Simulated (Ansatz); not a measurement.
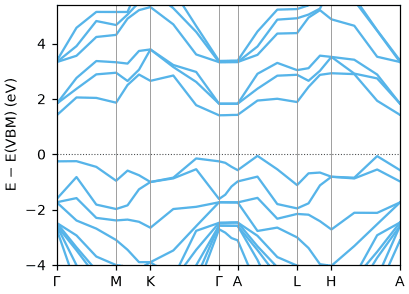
Figure: Band structure from HSE06 in the plane-wave PAW code Ansatz

The gap is 1.41 eV; an edge lies off the plotted path or next to a special point (maximum off the standard path, minimum at Γ).

The material is As$_{2}$S$_{3}$ (La2O3 or Ni2Al3 type, P-3m1).

The cell is a constructed one: a structure type filled with these elements; neither database checked (COD, Materials Project) lists it. COD files the formula under space group No. 2, 14. Its standing as an ambient phase is unchecked. The HSE06 relaxation kept the symmetry of its start; its stability against distortions is not shown here. The hybrid was solved on a coarse mesh, the path and, where they were found, the r²SCAN edge points; its band edges are the extreme levels among these. Scalar-relativistic: spin–orbit coupling is off unless named, which matters more the heavier the elements.

Potentials: the later of the program's two PAW sets.
